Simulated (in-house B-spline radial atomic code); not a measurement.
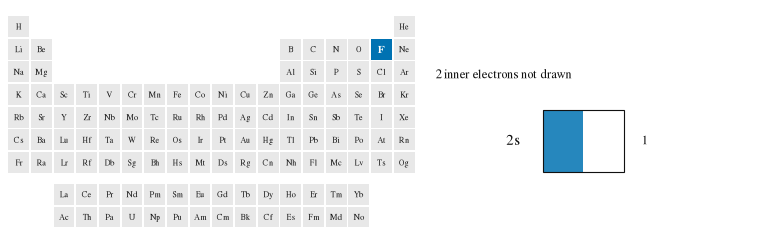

Left, the place of fluorine in the periodic table; right, the outer shells as the input fills them: a box for each of the 2l + 1 orbitals, shaded by the share of the shell that is filled, with the electron count at the right.

F⁶⁺: RPA and GW calculation

- system: F⁶⁺, configuration [He] 2s1.
- method: RPA, second-order and SOSEX correlation energies and G0W0 (contour deformation) on a non-relativistic mean field, all electrons, B-spline basis (in-house B-spline radial atomic code)

**Input**
```
Z = 9
electrons = 3.0
configuration = [He] 2s1
hamiltonian = nr
method = wb97x
lmax = 9
spin_polarised = True
box_radius = 9.29
intervals = 44
ion_configuration = 1s2
```

Hardware: 1 CPU thread, shared host.

The run was one of a batch that the task file lists, launched with:
```bash
python <driver script> task.json out
```

The program writes its results to a structured record and prints no log; tables and figures of this report are taken from that record.

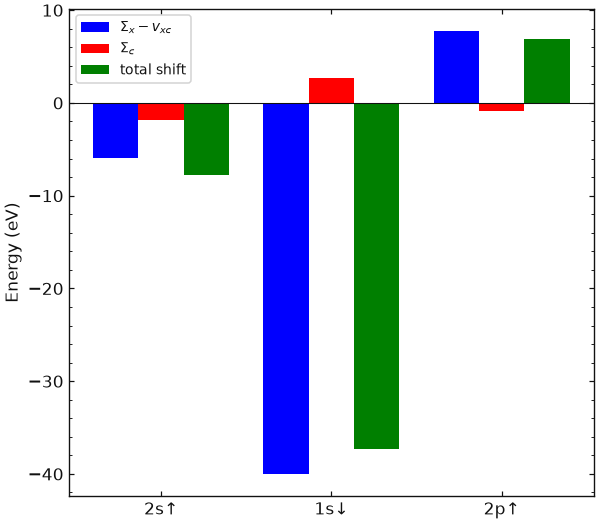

Parts of the G₀W₀ correction to each level for F⁶⁺ ([He] 2s). All-electron spherical atom, non-relativistic, wB97X start, no spin-orbit coupling, Breit or QED terms; computed with a B-spline radial code. The quasi-particle equation is solved at full frequency; levels of low quasi-particle weight Z are left out. Σ columns are in eV, and Σc holds an estimate for the angular momenta beyond the basis. G₀W₀ moves the highest occupied level, 2s↑, from −178.94 to −186.68 eV (renormalisation factor Z = 0.97); the measured removal energy is 185.19 eV, so the error is +1.49 eV. The empty level 2p↑ goes from −152.05 to −145.14 eV.

| Level | Mean field (eV) | Σx − vxc (eV) | Σc (eV) | Z | G₀W₀ (eV) |
| --- | --- | --- | --- | --- | --- |
| 2s↑ | −178.94 | −5.92 | −1.82 | 0.97 | −186.68 |
| 1s↓ | −869.51 | −40.02 | 2.68 | 0.98 | −906.85 |
| 2p↑ | −152.05 | 7.77 | −0.86 | 0.99 | −145.14 |

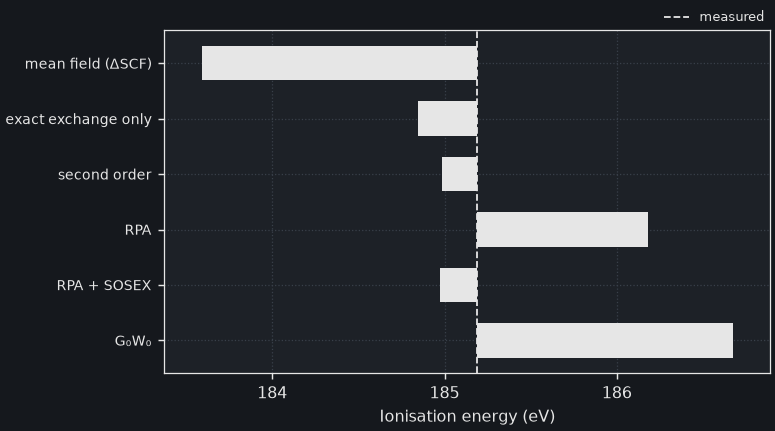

The ionisation energy of F⁶⁺ ([He] 2s → 1s²) across levels of theory. Differences of total energies, each species on its own start, beside the G₀W₀ level. The values run from 183.59 eV (mean field (ΔSCF)) to 186.68 eV (G₀W₀). The measured value is 185.19 eV; nearest to it come second order (−0.20) and RPA + SOSEX (−0.21), furthest mean field (ΔSCF) (−1.60 eV).

```tsv
Method	Ionisation energy (eV)
mean field (ΔSCF)	183.59
exact exchange only	184.85
second order	184.99
RPA	186.18
RPA + SOSEX	184.97
G₀W₀	186.68
```

**Key numbers**

| quantity | value |
| --- | --- |
| outcome | converged |
| mean-field total energy | −82.42166 hartree |
| total energy with exact exchange alone | −82.27814 hartree |
| exact exchange energy | −6.12545 hartree |
| RPA correlation, extrapolated in the angular momentum of the empty orbitals | −0.13890 hartree |
| RPA correlation, as summed | −0.13874 hartree |
| direct second-order term | −0.15098 hartree |
| second-order exchange term | 0.09959 hartree |
| SOSEX term | 0.08934 hartree |
| wall time | 1.4 s |
